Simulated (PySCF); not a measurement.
C5H11NSi (SMILES C/N=C/C1C[SiH2]C1)

```xyz
18

C     2.5395   -0.5000   -0.7495
N     1.2468    0.0649   -0.4948
C     0.3110   -0.6935   -0.1144
C    -1.0829   -0.2059    0.1323
C    -2.1246   -0.7526   -0.9009
Si   -3.0061    0.9188   -0.7220
C    -1.3094    1.3215    0.0061
H     2.5976   -1.5947   -0.5807
H     2.8355   -0.2898   -1.7905
H     3.2909   -0.0066   -0.1113
H     0.4656   -1.7878    0.0201
H    -1.3884   -0.5498    1.1370
H    -1.6642   -0.8471   -1.8983
H    -2.6150   -1.7023   -0.6464
H    -3.4911    1.6246   -1.9488
H    -4.1137    0.8982    0.2842
H    -0.6137    1.7285   -0.7448
H    -1.1949    1.9014    0.9316
```

Geometry: PBE0-D3(BJ)/def2-SVP.

Computed with PBE0/def2-SVPD, SCF density, gas phase in PySCF.

**Predict the electron density and electron localisation function between the atoms.**

C–N (1.26 Å): ρ is about 2.8 e/Å³ halfway; the ELF peaks at about 0.90 between the atoms; a multiple bond.
C–C (1.50 Å): ρ is about 1.8 e/Å³ halfway; the ELF peaks at about 0.95 between the atoms; a covalent bond.
C–H (1.11 Å): ρ is about 1.9 e/Å³ halfway; the ELF climbs to about 1 towards the hydrogen, as it does in any bond to H (an ordinary covalent bond to hydrogen).
C–N (1.43 Å): ρ is about 2 e/Å³ halfway; the ELF peaks at about 0.95 between the atoms: a covalent bond.

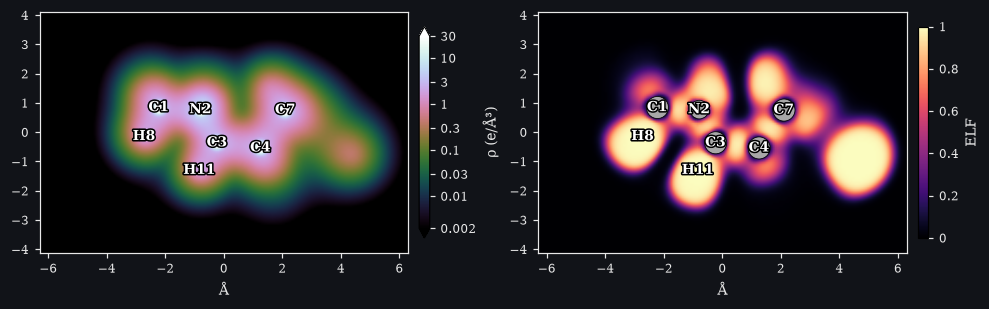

Computed electron density and electron localisation function on the plane of atoms C1, N2 and C3, in this order. Grey discs cover the atomic cores in the ELF map. 
